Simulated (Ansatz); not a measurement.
## ZrSe2 under a change: Se on a Zr site (antisite), symmetric start

The parent structure is a 9-atom supercell of ZrSe2 in the CdI2 type structure (space group P-3m1, No. 164; a = 3.7351 Å, c = 6.0310 Å; layered, stacked along the Cartesian z axis) at its relaxed geometry.

The change: one Zr atom is replaced by Se, atoms relaxed at fixed cell.

Level of theory: PBE-D3(BJ)/PAW in Ansatz (a program for electronic structure), no spin-orbit coupling, earlier PAW set. k-mesh 7×7×7 (Γ-centred); smearing 0.05 eV (Fermi–Dirac).

The pressure goes from zero to 0.6 GPa and the energy gained by relaxation amounts to 0.03 eV. The largest displacement of a host atom from its site in the perfect cell is 0.05 Å and the mean distance from the defect site to its nearest host atoms shrinks by 0.04 Å, from 2.68 Å to 2.64 Å.

Final structure:

```xyz
9
Lattice="5.6027 -3.2347 0.0000 0.0000 6.4694 0.0000 -1.8676 -3.2347 6.0310" Properties=species:S:1:pos:R:3 pbc="T T T"
Se     0.0000     0.0000     0.0000
Zr     3.7351     0.0000     0.0166
Zr     1.8676     3.2347    -0.0166
Se     0.0145     2.1221     1.5727
Se     3.7577     2.1862     1.5727
Se     1.8305    -1.0736     1.5727
Se     1.9046     1.0736     4.4584
Se    -0.0226    -2.1862     4.4584
Se     3.7207    -2.1221     4.4584
```

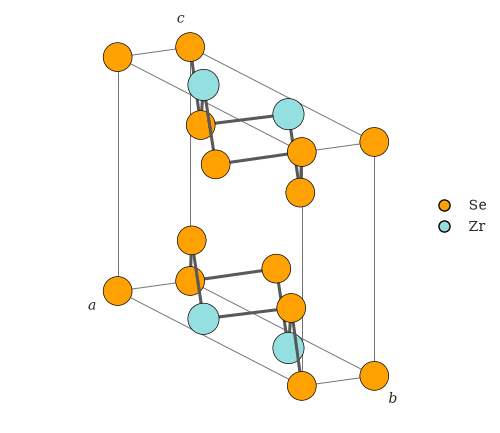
Fig. 1. The relaxed cell after the change

Cost of the whole job for the changed cell (relaxation, final SCF and bands): around 5 core-minutes (rough).

In so small a cell the defect repeats every few ångströms: this is an ordered compound, not a dilute defect. The defect started on the symmetric site and kept its symmetry, so it may sit on a saddle. All final runs are without spin polarisation. Gaps under 0.05 eV, about the width of the smearing, are given as zero. The defect cell is not spin-polarised.
